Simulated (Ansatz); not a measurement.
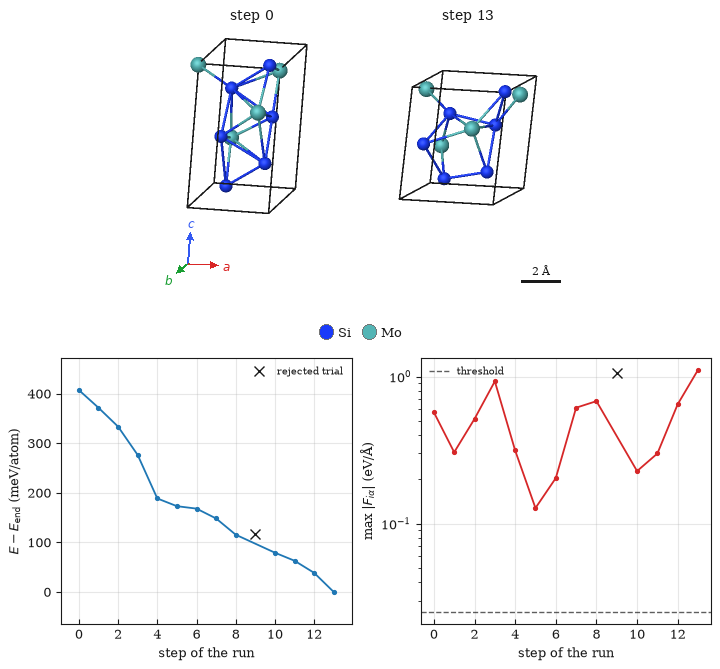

First and last geometry of a relaxation of solid Si$_{3}$Mo (a generated structure, set up in P1) (coarse preliminary run), with the history of the run. The picture is a ball-and-stick view of the cell of the calculation, reduced to other axes, seen from a free direction. Lengths and directions refer to the drawn axes.

Level of theory: DFT PBE, scalar-relativistic, plane waves, PAW (Ansatz 0.2.0).

Input file:
```yaml
crystal:
  lattice:
    - [-0.0848917215, -3.1197081527, -3.0332398231]
    - [-3.1184510178, -0.0701766698, -3.0479548749]
    - [3.0941658306, 3.1395681208, -6.0014478928]
  atoms:
    - { symbol: Si, position: [0.6077923915, 0.6414454035, 0.1161763844] }
    - { symbol: Si, position: [0.14118998, 0.1175471454, 0.6281097692] }
    - { symbol: Si, position: [0.2196998292, 0.272165767, 0.2472029263] }
    - { symbol: Si, position: [0.7442976985, 0.7535875236, 0.7498337518] }
    - { symbol: Si, position: [0.883336017, 0.8795183826, 0.3761421015] }
    - { symbol: Si, position: [0.3851215206, 0.3810112564, 0.8742796889] }
    - { symbol: Mo, position: [0.5254348669, 0.4639221647, 0.4961869378] }
    - { symbol: Mo, position: [0.9931276963, -0.0091976432, 0.0120684401] }
basis:
  ecutwfc: 420
kpoints:
  mp_grid: { grid: [6, 6, 6] }
hamiltonian:
  xc: pbe
scf:
  occupations: { method: gaussian, width: 0.2 }
  lower_state_search: "off"
output:
  forces: true
  stress: true
  eigenvalues: true
relax:
  adjacent_minimum: "off"
  f_tol: 0.025
  max_steps: 60
  cell: { stress_tol: 0.25 }
```

Launched with:
```bash
ansatz run input.yaml --threads 1 --pin off --max-ram 2560MiB --backend cpu --events-out ev --progress --plain --runs-dir out
```

> Read the history and describe the run.

The run was cut off at its time limit before the relaxation converged, so the last structure is only a point on the way. After 12 accepted moves (13 points after the start) the energy has fallen by 407 meV per atom. Largest force component: 0.57 eV/Å at the start, 1.1 eV/Å at the end. The pressure goes from −2.09 to 0.65 GPa. The line search rejected the trial step at point 9 of the run. The atom that moves furthest relative to the cell is Mo8 (0.78 Å roughly along [2 1 0]). Largest moves by element: Mo 0.78 Å, Si 0.76 Å. The drawn cell changes as follows: a 4.301 → 4.939 Å (+14.8 %), b 4.352 → 4.635 Å (+6.5 %), c 7.446 → 5.865 Å (−21.2 %), α 104.6° → 94.9°, β 90.5° → 88.7°, γ 119.5° → 121.5°; the volume changes by −1.7 %. Among the contacts that change: Si1–Si2 4.343 → 3.092 Å, Mo7–Mo8 4.154 → 3.034 Å, Si3–Mo8 2.952 → 4.050 Å, Si1–Si2 (another image) 4.137 → 3.088 Å. Bonds break: Si1–Mo8 (2.66 → 3.56 Å), Si2–Mo7 (2.65 → 3.66 Å), Si5–Mo7 (2.67 → 3.60 Å), Si6–Mo8 (2.63 → 3.60 Å). Bond angles that change, for instance: Si4–Si1–Mo7 174.5° → 119.8°, Si3–Si2–Mo8 174.6° → 120.8°, Si3–Si5–Mo8 69.4° → 110.5°. The space group stays P1 (No. 1). Cost: 9.8 min on 1 thread of Intel(R) Xeon(R) Processor @ 2.70GHz, with other jobs on the host, peak memory 0.62 GiB.
